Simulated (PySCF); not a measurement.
# SiHBr (SMILES [SiH]Br): levels of theory compared

We compute a comparison of 6 runs (B2PLYP/STO-3G, M06-2X/STO-3G, wB97X-V/STO-3G, CCSDT(Q)/STO-3G, CCSDTQ/STO-3G, QCISD(T)/STO-3G) of SiHBr. Input form: a Python script.

The calculation is run with PySCF 2.14.0.

6 further runs of the same task are left out: 6 set aside as unsound or not needed.

## Step 1: The system as given

The species is SiHBr (3 atoms), meant as a singlet with charge 0. SMILES: `[SiH]Br`. Geometry: relaxed at PBE0-D4/def2-TZVP.

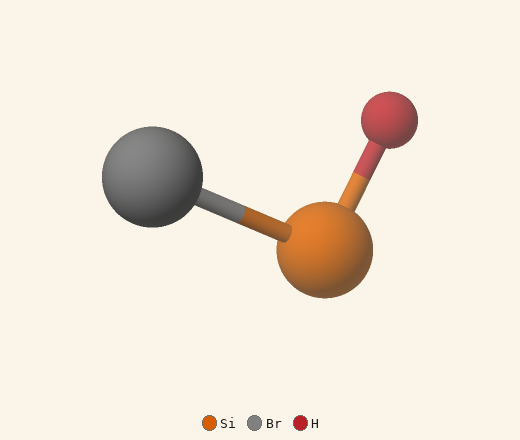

Viewed from a chosen angle; silicon orange, bromine grey, hydrogen red.

## Step 2: The energy at B2PLYP/STO-3G (run 1)

input.py reads:

```python
from pyscf import gto, dft, mp

mol = gto.Mole()
mol.atom = '''
Si    -0.624700     0.521900    -0.296100
Br     1.340900     0.401500     0.781400
H     -0.727100    -0.988300    -0.498600
'''
mol.verbose = 4
mol.basis = 'sto-3g'
mol.max_memory = 1860
mol.charge = 0
mol.build()

mf = dft.RKS(mol)
mf.xc = '0.53*HF + 0.47*B88, 0.73*LYP'
mf.grids.level = 5
mf.conv_tol = 1e-10
mf.kernel()
if not mf.converged:
    mf = mf.newton().run(mf.mo_coeff, mf.mo_occ)

pt = mp.MP2(mf, frozen=14).run()
e_tot = mf.e_tot + 0.27 * pt.e_corr
print('PT2 part  %.8f' % (0.27 * pt.e_corr))
print('E(%s) = %.9f' % ('B2PLYP', e_tot))
```

Run with:

```bash
OMP_NUM_THREADS=1 python input.py
```

What it wrote:

```text
PySCF version 2.14.0

[INPUT] num. atoms = 3
[INPUT] num. electrons = 50
[INPUT] charge = 0
[INPUT] spin (= nelec alpha-beta = 2S) = 0
[INPUT] symmetry False subgroup None
[INPUT] Mole.unit = angstrom
[INPUT] Symbol           X                Y                Z      unit          X                Y                Z       unit  Magmom
[INPUT]  1 Si    -0.624700000000   0.521900000000  -0.296100000000 AA   -1.180511910016   0.986248064411  -0.559547905484 Bohr   0.0
[INPUT]  2 Br     1.340900000000   0.401500000000   0.781400000000 AA    2.533933760429   0.758725039013   1.476631993735 Bohr   0.0
[INPUT]  3 H     -0.727100000000  -0.988300000000  -0.498600000000 AA   -1.374019865171  -1.867616328908  -0.942217445708 Bohr   0.0

[... 58 lines left out ...]
converged SCF energy = -2832.2270808288
[... 1 line left out ...]
******** <class 'pyscf.mp.mp2.RMP2'> ********
nocc = 11, nmo = 14
frozen orbitals 14
E(RMP2) = -2832.28017702584  E_corr = -0.0530961970453916
E(SCS-RMP2) = -2832.2863983282  E_corr = -0.0593174994073642
E_corr(same-spin) = -0.00507454274666049
E_corr(oppo-spin) = -0.0480216542987311
PT2 part  -0.01433597
E(B2PLYP) = -2832.241416802
```

Wall time 2.6 s (1 thread of Arm Neoverse V1, shared host); peak memory 0.22 GiB.

## Step 3: A single-point energy at M06-2X/STO-3G (run 2)

input.py reads:

```python
from pyscf import gto, dft

system = gto.M(
    atom='Si -0.624700 0.521900 -0.296100; Br 1.340900 0.401500 0.781400; H -0.727100 -0.988300 -0.498600',
    verbose=3,
    basis='sto-3g',
    max_memory=1860,
)

mf = dft.RKS(system)
mf.xc = 'm06-2x'
mf.grids.level = 5
mf.conv_tol = 1e-10
mf.kernel()
if not mf.converged:
    mf = mf.newton().run(mf.mo_coeff, mf.mo_occ)

e_tot = mf.e_tot
print(f'total energy: {e_tot:.8f} hartree')
```

Run with:

```bash
OMP_NUM_THREADS=1 python input.py
```

What it wrote:

```text
converged SCF energy = -2832.74795291874
total energy: -2832.74795292 hartree
```

It took 3.6 s on 1 thread of Arm Neoverse V1, shared host; peak memory 0.22 GiB.

Runs 3 to 5 aren't shown in full; the table further down has their settings and results.

## Step 4: The energy at QCISD(T)/STO-3G (run 6)

calc.py reads:

```python
from pyscf import gto, scf, cc

mol = gto.M(
    atom='Si -0.624700 0.521900 -0.296100; Br 1.340900 0.401500 0.781400; H -0.727100 -0.988300 -0.498600',
    spin=0,
    basis='sto-3g',
    charge=0,
    max_memory=1860,
    verbose=4,
)

calc0 = scf.RHF(mol)
calc0.conv_tol = 1e-10
calc0.kernel()
if not calc0.converged:
    calc0 = calc0.newton().run(calc0.mo_coeff, calc0.mo_occ)

mycc = cc.QCISD(calc0, frozen=14)
mycc.kernel()
e_t = mycc.qcisd_t()
etot = mycc.e_tot + e_t
print('E(%s) = %.9f' % ('QCISD(T)', etot))
```

Run with:

```bash
OMP_NUM_THREADS=1 python calc.py
```

What it wrote:

```text
PySCF version 2.14.0

[INPUT] num. atoms = 3
[INPUT] num. electrons = 50
[INPUT] charge = 0
[INPUT] spin (= nelec alpha-beta = 2S) = 0
[INPUT] symmetry False subgroup None
[INPUT] Mole.unit = angstrom
[INPUT] Symbol           X                Y                Z      unit          X                Y                Z       unit  Magmom
[INPUT]  1 Si    -0.624700000000   0.521900000000  -0.296100000000 AA   -1.180511910016   0.986248064411  -0.559547905484 Bohr   0.0
[INPUT]  2 Br     1.340900000000   0.401500000000   0.781400000000 AA    2.533933760429   0.758725039013   1.476631993735 Bohr   0.0
[INPUT]  3 H     -0.727100000000  -0.988300000000  -0.498600000000 AA   -1.374019865171  -1.867616328908  -0.942217445708 Bohr   0.0

[... 44 lines left out ...]
converged SCF energy = -2830.83146842985
[... 11 lines left out ...]
Init t2, MP2 energy = -2830.8676007679  E_corr(MP2) -0.0361323380451802
[... 12 lines left out ...]
QCISD converged
[... 2 lines left out ...]
E(QCISD(T)) = -2830.885730267
```

It took 0.74 s on 1 thread of Arm Neoverse V1, shared host; peak memory 0.1 GiB.

## Step 5: All runs side by side

```tsv
run	level	frozen core orbitals	nlc grid	energy (Eh)	dipole moment (D) of the reference	HOMO energy (eV)	LUMO energy (eV)	wall time
1	B2PLYP/STO-3G	14	–	-2832.241417	2.07	-4.87	2.32	2.6 s
2	M06-2X/STO-3G	–	–	-2832.747953	1.98	-4.98	1.72	3.6 s
3	wB97X-V/STO-3G	–	1	-2832.493106	1.99	-6.20	3.11	13 s
4	CCSDT(Q)/STO-3G	14	–	-2830.885868	2.52	-6.62	4.96	4.5 s
5	CCSDTQ/STO-3G	14	–	-2830.885862	2.52	-6.62	4.96	13 s
6	QCISD(T)/STO-3G	14	–	-2830.885730	2.52	-6.62	4.96	0.74 s
```

## Step 6: Results

| quantity | value |
| --- | --- |
| run 6: total energy | -2830.88573 Eh |
| run 6: dipole moment (Hartree–Fock density) | 2.52 D |
| run 6: HOMO energy (Hartree–Fock orbitals) | -6.62 eV |
| run 6: LUMO energy (Hartree–Fock orbitals) | 4.96 eV |
| run 6: HOMO–LUMO gap (Hartree–Fock orbitals) | 11.58 eV |
| run 6: correlation energy (14 core orbitals frozen) | -54.3 mEh |
| run 6: (T) correction | -1.03 mEh |
| run 6: T1 diagnostic | 0.011 |

In words: Over runs 1, 2, 3 the dipole moment (its size) runs from 1.98 D (M06-2X/STO-3G) to 2.07 D (B2PLYP/STO-3G). A double hybrid's value is that of its SCF part. Over runs 1, 2, 3 the HOMO–LUMO gap runs from 6.70 eV (M06-2X/STO-3G) to 9.31 eV (wB97X-V/STO-3G). Totals of different functionals can't be ranked against each other. In runs 1, 2, 3, 4, 5, 6 the basis is minimal, so the values are rough. All runs together took 37 s, the longest 13 s.
